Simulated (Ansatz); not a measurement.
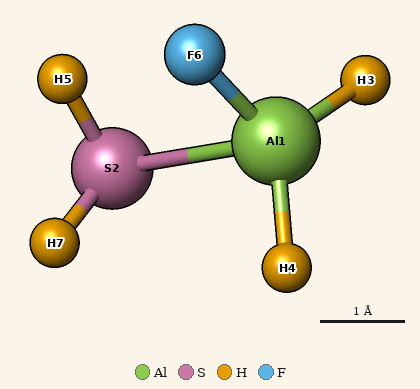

*The structure (ball-and-stick view, seen at a tilt; atoms are numbered from 1 in the order of the input). Sticks mark near contacts.*

## Frequency calculation, with input and output: AlH₄SF

AlH₄SF, computed with RKS PBE/def2-SVP (Ansatz 0.2.0).

It belongs to a series of runs on one base structure; here: vibrations at the highest image of the band. Figures and captions count atoms from 1; the log counts them from 0 in places.

Log
```
Engine: ansatz 0.2.0, aarch64-unknown-linux-gnu
Functional definition: PBE
  parameter kappa = 0.804
  parameter beta = 0.06672455060314922
  exchange = pbe_x(kappa = kappa, mu = beta*pi^2/3)
  correlation = pbe_c(beta = beta)
778 factors; their error is unknown
mean field evaluation 1: about -20194.4934 eV, gradient 3.8e1 eV
mean field evaluation 2: about -20182.2673 eV, gradient 9.6e1 eV
mean field evaluation 4: about -20197.2468 eV, gradient 1.9e0 eV
mean field evaluation 8: about -20197.2529 eV, gradient 2.9e-2 eV
mean field evaluation 16: about -20197.2087 eV, gradient 5.5e-5 eV
mean field -20197.20865046 eV, -742.2337277448 hartree, gradient 5.5e-5 eV, S^2 0.000000; 0 other end points of the search recorded, 0 dependent functions left out
the calculation of the forces begins
reference -20197.20868885 eV, -742.2337291555 hartree; 21, 21 occupied and 49, 49 virtual orbitals, 778 factors
these checks for a lower state are left out or cut short: stability, starts, cluster_reference, orbital_swaps, neighbouring_geometries, increment
778 factors; their error is unknown
mean field -20197.20856211 eV, -742.2337244977 hartree, gradient 1.2e-6 eV, S^2 0.000000; 0 other end points of the search recorded, 0 dependent functions left out
[... from here on the field's lines of each further geometry are left out, up to the last ...]
the calculation of the forces begins
reference -20197.20862929 eV, -742.2337269667 hartree; 21, 21 occupied and 49, 49 virtual orbitals, 778 factors
these checks for a lower state are left out or cut short: stability, starts, cluster_reference, orbital_swaps, neighbouring_geometries, increment
778 factors; their error is unknown
mean field -20197.20857962 eV, -742.2337251412 hartree, gradient 1.7e-6 eV, S^2 0.000000; 0 other end points of the search recorded, 0 dependent functions left out
the calculation of the forces begins
reference -20197.20861800 eV, -742.2337265518 hartree; 21, 21 occupied and 49, 49 virtual orbitals, 778 factors
WARN: phonons: modes at or below zero, which the zero-point energy, F, S and C_V leave out: 1, the lowest at -10.28 cm⁻¹. A minimum has none, and a first-order saddle one
Total energy: -20197.20868885 eV, -742.2337291555 hartree
Atom 0 at    -0.270378    -1.049923     0.151669 Å, force     0.004649     0.004957     0.001111 eV/Å
Atom 1 at    -0.281196     1.473858    -0.567798 Å, force    -0.003058    -0.005021    -0.000555 eV/Å
Atom 2 at    -0.973282    -1.690893    -1.133527 Å, force     0.000857     0.000525     0.000665 eV/Å
Atom 3 at    -0.960556    -0.904493     1.589226 Å, force    -0.001848     0.001341    -0.003746 eV/Å
Atom 4 at     1.040103     1.300085    -0.864666 Å, force    -0.002631    -0.000087     0.000000 eV/Å
Atom 5 at     1.432848    -1.074725     0.147624 Å, force    -0.002202    -0.000101     0.000361 eV/Å
Atom 6 at     0.012561     1.946091     0.677373 Å, force     0.004233    -0.001615     0.002164 eV/Å
Dipole moment:    -0.011657     0.724053    -0.041398 e Å
Vibrations: -10.28 122.69 211.01 299.75 378.21 506.37 568.28 667.86 735.27 806.23 1141.40 1871.78 1883.43 2604.23 2628.49 cm⁻¹, zero-point energy 0.894236 eV
```

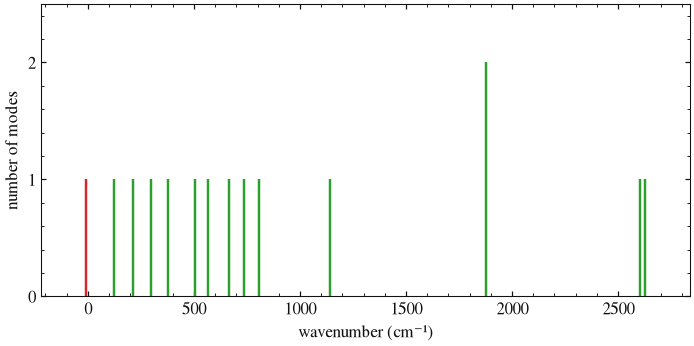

*Harmonic vibrational wavenumbers from the force constants; neighbouring modes closer than 12 cm⁻¹ are counted in one stick, and imaginary ones are drawn at negative wavenumbers.*

15 modes from 10i to 2628 cm⁻¹, 1 imaginary beyond 8i (10i cm⁻¹): not a clean minimum; so soft a mode can be a shallow saddle, an incomplete relaxation or noise of the force constants.

This output came from the following input.

Input
```yaml
crystal:
  periodic: [false, false, false]
  atoms:
    - { symbol: Al, position_ang: [-0.270378, -1.049923, 0.151669] }
    - { symbol: S, position_ang: [-0.281196, 1.473858, -0.567798] }
    - { symbol: H, position_ang: [-0.973282, -1.690893, -1.133527] }
    - { symbol: H, position_ang: [-0.960556, -0.904493, 1.589226] }
    - { symbol: H, position_ang: [1.040103, 1.300085, -0.864666] }
    - { symbol: F, position_ang: [1.432848, -1.074725, 0.147624] }
    - { symbol: H, position_ang: [0.012561, 1.946091, 0.677373] }
basis:
  gaussian: { orbitals: def2-SVP }
hamiltonian:
  xc: pbe
phonons: {}
```

Launched with:
```bash
ansatz run input.yaml --threads 1 --pin off --max-ram 2048MiB --backend cpu --events-out ev --progress --plain --runs-dir out
```

Key numbers

```json
{"quantity": "outcome", "value": "converged"}
{"quantity": "total energy", "value": "−20197.2087 eV"}
{"quantity": "mean-field energy", "value": "−20197.2087 eV"}
{"quantity": "largest force (length of the vector)", "value": "0.007 eV/Å"}
{"quantity": "hardware", "value": "1 thread of Arm Neoverse V2, 24 GiB of memory available, shared host"}
{"quantity": "wall time", "value": "37 s"}
{"quantity": "peak memory", "value": "0.1 GiB"}
```
